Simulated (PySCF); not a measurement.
# C2H7O3, charge +1, SMILES `[OH3+].CC(=O)O`: electronic structure

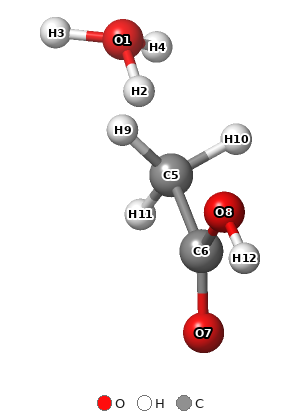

The molecule, with its atoms numbered as below. The pair's geometry is semi-empirical, so its contact may be too short or too long.

Cartesian coordinates (Å):

```
O1      -3.1806    0.0970   -0.0354
H2      -2.1516    0.0096    0.0048
H3      -3.6126   -0.0454    0.8318
H4      -3.5853   -0.4657   -0.7274
C5      -0.3240   -0.0065    0.0382
C6       1.2167   -0.1203    0.0078
O7       1.7985   -1.1592    0.0018
O8       1.7648    1.0822   -0.0214
H9      -0.5490    0.7372    0.8016
H10     -0.5863    0.3401   -0.9626
H11     -0.6678   -1.0149    0.2688
H12      2.7348    1.0405   -0.0532
```

### 1. Bonding charge

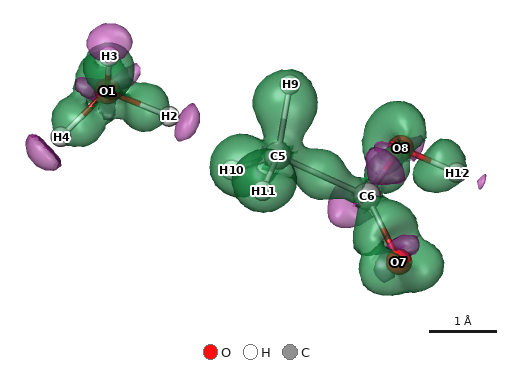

Deformation density (molecule less spherical, spin-averaged free atoms at the same positions), surfaces at ±0.15 e/Å³; green: gain, purple: loss.

Method: PBE/def2-SVPD; geometry: GFN2-xTB; program: PySCF.

> Describe the bonding that the map shows.

The five largest and four smallest: O8–H12: +0.74 e/Å³ at the bond critical point (bond length 0.97 Å). C6–O7: +0.68 e/Å³ at the bond critical point (bond length 1.19 Å). O1–H3: +0.65 e/Å³ at the bond critical point (bond length 0.98 Å). O1–H4: +0.65 e/Å³ at the bond critical point (bond length 0.98 Å). C5–H11: +0.64 e/Å³ at the bond critical point (bond length 1.09 Å). O1–H2: +0.43 e/Å³ at the bond critical point (bond length 1.03 Å). C5–C6: +0.41 e/Å³ at the bond critical point (bond length 1.54 Å). C6–O8: +0.30 e/Å³ at the bond critical point (bond length 1.32 Å). H2–C5: −0.11 e/Å³ at the bond critical point (bond length 1.83 Å). In all, 2.0 electrons gather in the regions of gain relative to the promolecule of neutral atoms (the regions of loss give up this much and the cation's charge besides). A small or negative value marks a very polar bond, one between electron-rich atoms, whose free-atom densities already overlap strongly, a long bond to a heavier atom, or a closed-shell contact such as a hydrogen bond.

### 2. Bond critical points

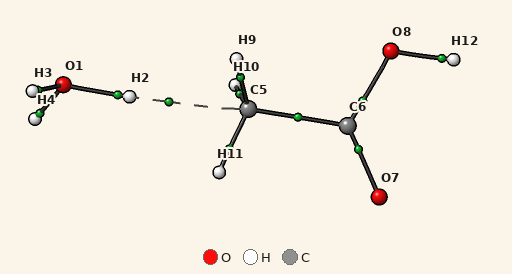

Molecular graph of the electron density (QTAIM): bond paths, bond critical points (green), ring points (magenta, if any); weak paths are dashed.

> How many critical points of each kind are there, and does the count close?

12 nuclei, 11 bond, 0 ring and 0 cage critical points: 12 − 11 + 0 − 0 = 1, as the Poincaré–Hopf relation requires.

> Give the properties at the bond critical points.

```json
{"bond": "C6–O7", "length (Å)": "1.191", "ρ (a.u.)": "0.432", "∇²ρ (a.u.)": "+0.34", "ε": "0.12", "H (a.u.)": "−0.776"}
{"bond": "O8–H12", "length (Å)": "0.971", "ρ (a.u.)": "0.348", "∇²ρ (a.u.)": "−2.25", "ε": "0.01", "H (a.u.)": "−0.623"}
{"bond": "O1–H3", "length (Å)": "0.979", "ρ (a.u.)": "0.332", "∇²ρ (a.u.)": "−2.47", "ε": "0.02", "H (a.u.)": "−0.665"}
{"bond": "O1–H4", "length (Å)": "0.979", "ρ (a.u.)": "0.332", "∇²ρ (a.u.)": "−2.47", "ε": "0.02", "H (a.u.)": "−0.665"}
{"bond": "C6–O8", "length (Å)": "1.322", "ρ (a.u.)": "0.317", "∇²ρ (a.u.)": "−0.37", "ε": "0.04", "H (a.u.)": "−0.514"}
{"bond": "O1–H2", "length (Å)": "1.033", "ρ (a.u.)": "0.275", "∇²ρ (a.u.)": "−1.59", "ε": "0.02", "H (a.u.)": "−0.453"}
{"bond": "C5–H11", "length (Å)": "1.090", "ρ (a.u.)": "0.274", "∇²ρ (a.u.)": "−0.99", "ε": "0.03", "H (a.u.)": "−0.292"}
{"bond": "C5–H9", "length (Å)": "1.089", "ρ (a.u.)": "0.273", "∇²ρ (a.u.)": "−0.99", "ε": "0.03", "H (a.u.)": "−0.292"}
{"bond": "C5–H10", "length (Å)": "1.091", "ρ (a.u.)": "0.271", "∇²ρ (a.u.)": "−0.97", "ε": "0.04", "H (a.u.)": "−0.288"}
{"bond": "C5–C6", "length (Å)": "1.545", "ρ (a.u.)": "0.232", "∇²ρ (a.u.)": "−0.50", "ε": "0.06", "H (a.u.)": "−0.179"}
{"bond": "H2–C5", "length (Å)": "1.828", "ρ (a.u.)": "0.037", "∇²ρ (a.u.)": "+0.08", "ε": "0.13", "H (a.u.)": "−0.002"}
```

> What kind of interaction is C5–H11?

Shared-shell (covalent): ρ = 0.274, ∇²ρ = −0.99, H = −0.292 a.u.

> Are there bond paths between atoms that aren't covalently bonded?

Yes: H2–C5 (1.83 Å, ρ = 0.037).

### 3. Local ionisation energy

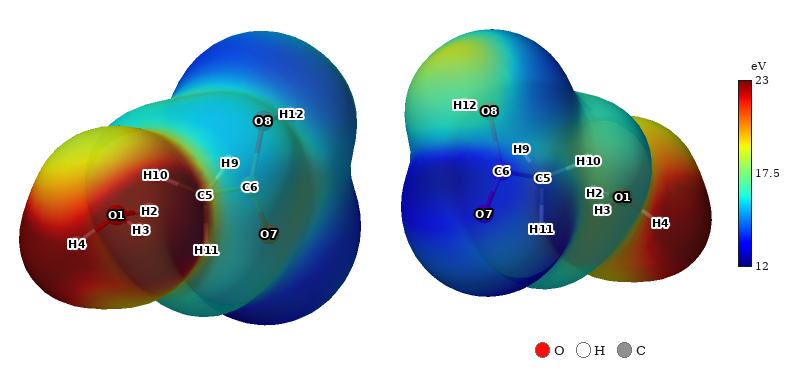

Average local ionisation energy on the surface of electron density 0.001 a.u. (back view left, front view right).

> Locate the minima of the map.

The lowest value is 12.3 eV, near O7 (1.86 Å) and H12 (1.93 Å). Further minima include 14.0 eV, 1.8 Å from O8; 15.7 eV, 1.3 Å from H9; 18.6 eV, 1.7 Å from O1. For comparison, the highest occupied orbital lies at −10.5 eV.

### 4. Weak contacts

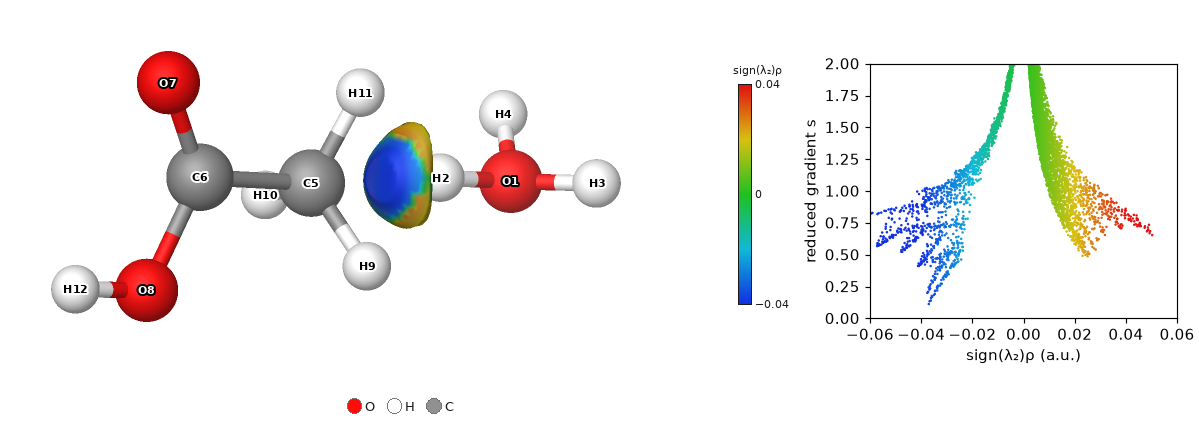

Non-covalent interaction surfaces between the fragments (reduced density gradient s = 0.6, coloured by sign(λ₂)ρ in a.u.; trimmed to the region between the fragments where ρ is under 0.06 a.u.). Fragment A: H3O(+1) (atoms 1–4); fragment B: H4C2O2. The plot gives s against sign(λ₂)ρ for grid points between the fragments.

Level of theory: PBE/def2-SVPD (PySCF), at a geometry from GFN2-xTB.

> How strongly are they bound?

The counterpoise-corrected interaction energy of the frozen fragments is −9.1 kcal/mol without dispersion correction and −10.1 kcal/mol with D3(BJ). The pair geometry is semi-empirical, not a minimum at this level.

The PySCF runs shown took 30 s and 67 s on 1 thread of Arm Neoverse V1 (shared host).
